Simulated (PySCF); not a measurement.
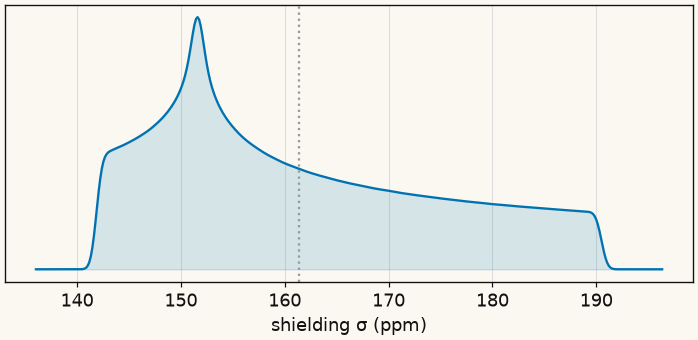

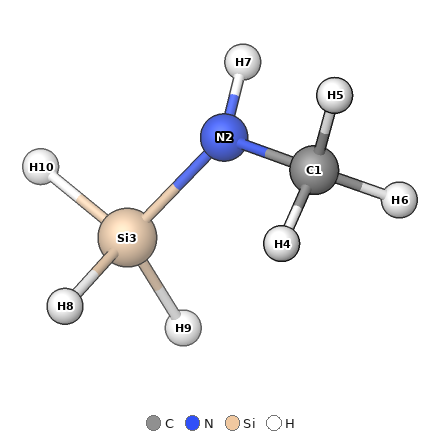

Static powder pattern (¹³C) from GIAO shielding tensors of CH₇NSi, SMILES CN[SiH3], HF/pcSseg-2 in PySCF 2.14.0, at a PBE0-D3(BJ)/def2-SVP geometry (no frequency check); absolute shielding, one fixed geometry of the isolated molecule without any motion, no dipolar terms. The dotted line is the isotropic value; skew is 3(σiso − σ22)/span.

> The pattern belongs to C1. Give the principal values, span and skew.

C1: σ11, σ22, σ33 = 142, 152, 191 ppm, isotropic 161, span 49 ppm, skew 0.60.
